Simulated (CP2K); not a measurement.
Consider sulfur tetrafluoride at its PBE geometry (Å).

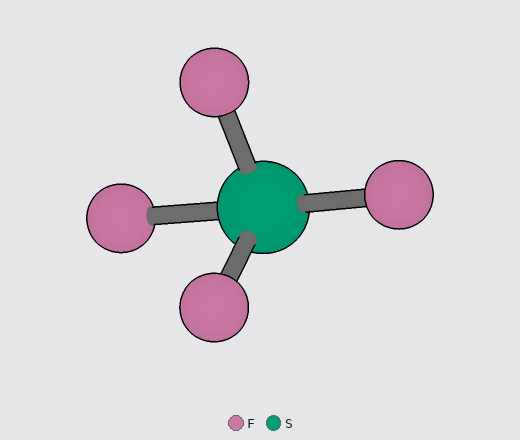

The molecule (fluorine pink, sulfur teal).

```xyz
5

F    -0.3695   -0.0009    1.6906
S    -0.4401    0.0000   -0.0001
F    -0.3695    0.0012   -1.6907
F     0.5897    1.1975    0.0004
F     0.5894   -1.1978   -0.0002
```

Method: CP2K XAS_TDP, all-electron GAPW, PBEh(45%), aug-cc-pVTZ, TDA, GW2X-corrected core level, no relativity.

Where do the F K-edge lines lie, and how strong are they?

Leading lines: F1 684.39 eV and F4 684.76 eV. The leading line of an atom is its first one with 35 % of the strongest within 2.5 eV of its lowest line over the strength cut. Core ionisation energies at this level: F1 689.05 and F4 691.96 eV.

The first six lines of each atom with a strength over 0.0015:

| atom | energy (eV) | states | strength, one atom | above the computed threshold |
| --- | --- | --- | --- | --- |
| F1 (bonded to S), 2 alike | 683.55 | 1 | 0.0071 |  |
|  | 684.39 | 1 | 0.0332 |  |
|  | 686.72 | 1 | 0.0062 |  |
|  | 687.61 | 1 | 0.0031 |  |
|  | 690.72 | 2 | 0.0111 | yes |
|  | 690.86 | 1 | 0.0017 | yes |
| F4 (bonded to S), 2 alike | 684.76 | 1 | 0.0349 |  |
|  | 687.57 | 1 | 0.0154 |  |
|  | 690.09 | 1 | 0.0060 |  |
|  | 690.44 | 1 | 0.0023 |  |
|  | 693.16 | 1 | 0.0017 | yes |
|  | 693.34 | 1 | 0.0070 | yes |

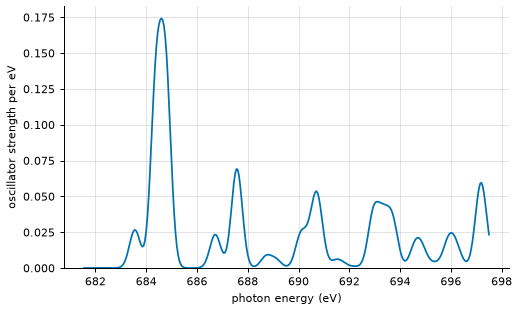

All atoms added, broadened by 0.5 eV.

Lines are vertical, at one geometry, with no vibrational structure. GW2X ionisation energies and lines can be off by 1 to 2 eV either way, and a good line position may hide errors that cancel. These values hold no scalar relativity, about 0.7 eV for F 1s. Rydberg lines, and the discretised continuum above threshold, depend on the basis and the box.

[Banner, clock and machine lines of the logs are left out without a mark of their own.]

[Logs are printed without paths, hosts, clocks, repeated set-up lines and the standing remarks that a program may print on its own settings, such as how far it seeks lower states.]

[Hosts, paths, dates, database ids (printed as entryN), source tags and the programs' standing remarks are cut or masked in the printed files.]
